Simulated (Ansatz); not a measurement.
**C3H6F2Si (SMILES C=CC[SiH](F)F): density, localisation and related maps**

Input file:

```
crystal:
  periodic: [false, false, false]
  atoms:
    - {symbol: C, position_ang: [1.958883, 0.564346, -0.196886]}
    - {symbol: C, position_ang: [1.050602, -0.387437, -0.025736]}
    - {symbol: C, position_ang: [-0.202032, -0.244263, 0.774109]}
    - {symbol: Si, position_ang: [-1.670378, -0.023389, -0.338829]}
    - {symbol: F, position_ang: [-1.787481, -1.273687, -1.314614]}
    - {symbol: F, position_ang: [-3.004547, 0.013434, 0.526195]}
    - {symbol: H, position_ang: [1.864763, 1.534446, 0.281387]}
    - {symbol: H, position_ang: [2.832225, 0.403330, -0.817063]}
    - {symbol: H, position_ang: [1.187609, -1.342281, -0.527981]}
    - {symbol: H, position_ang: [-0.150379, 0.626158, 1.436635]}
    - {symbol: H, position_ang: [-0.381302, -1.125185, 1.400499]}
    - {symbol: H, position_ang: [-1.621063, 1.199329, -1.163615]}
basis:
  gaussian: {orbitals: def2-TZVPP}
hamiltonian: {xc: pbe0, dispersion: d4}
output: {orbitals: {seedname: orbitals}}
```

Run with:

```sh
ansatz run in.yaml --threads 4 --pin off --events-out ev --progress --plain --max-ram 10444MiB
```

Geometry: PBE0-D4/def2-TZVP.

Theory: Ansatz, RKS PBE0-D4/def2-TZVPP.

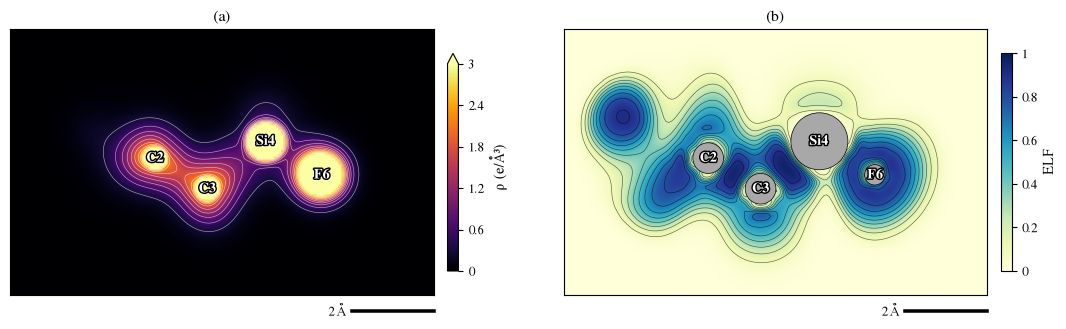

Figure 1. (a) total electron density; (b) electron localisation function on the plane of atoms C3, Si4 and F6. Grey discs cover the atomic cores in the ELF map.

> Describe what can be read from this map.

- The plane passes through C, Si and F nuclei.
- Si–F (1.59 Å): ρ is about 1.2 e/Å³ halfway; the ELF peaks at about 0.85 in the valence shell of F, 0.6 Å from its nucleus, and is about 0.55 at the midpoint.
- C–Si (1.86 Å): ρ is about 1 e/Å³ halfway; the ELF peaks at about 0.95 between the atoms (localised, covalent bonding).
- C–C (1.49 Å): ρ at the midpoint is about 1.7 e/Å³; the ELF peaks at about 0.95 between the atoms: a covalent bond.
- The ELF also peaks beside F6, away from the bonds: lone-pair regions.

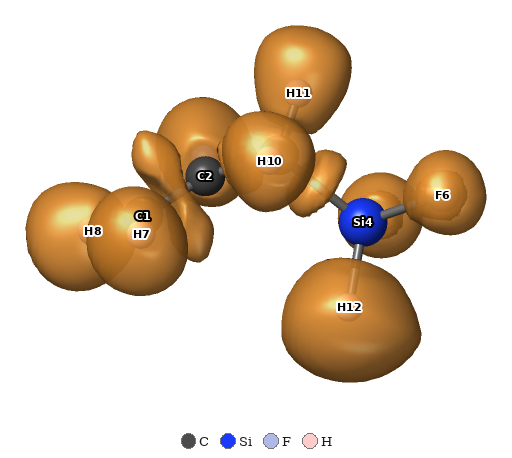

Figure 2. Isosurface of the electron localisation function at 0.8 (orange), seen from one side. Only the valence region is drawn (cores and ρ < 0.01 e/Å³ removed).

> Identify the bonds, lone pairs and shells in this picture.

The surface consists of two regions between bonded C–C atoms (shared pairs), one region between bonded C–Si atoms (shared pairs), six regions around hydrogen nuclei and two regions wrapped around F (its lone pairs, merged into a ring or cap). Along the contacts the grid gives the following. C–C (1.33 Å): the ELF peaks at about 0.90 between the atoms; a short, multiple covalent bond.

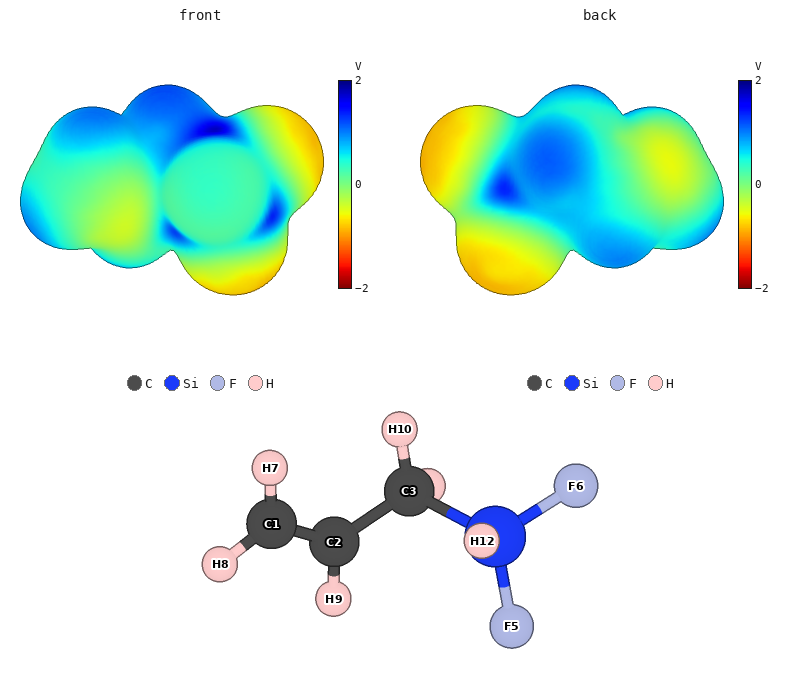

Figure 3. The molecular electrostatic potential painted on the density surface at 0.002 e/bohr³, seen from the front and from behind; the colour scale runs from red (negative) to blue (positive). The bare structure is drawn below in the same view.

> Describe the electrostatic potential map.

The most negative region (about −0.9 V) lies over F5 and F6, the most positive (about +1.6 V) over Si4.
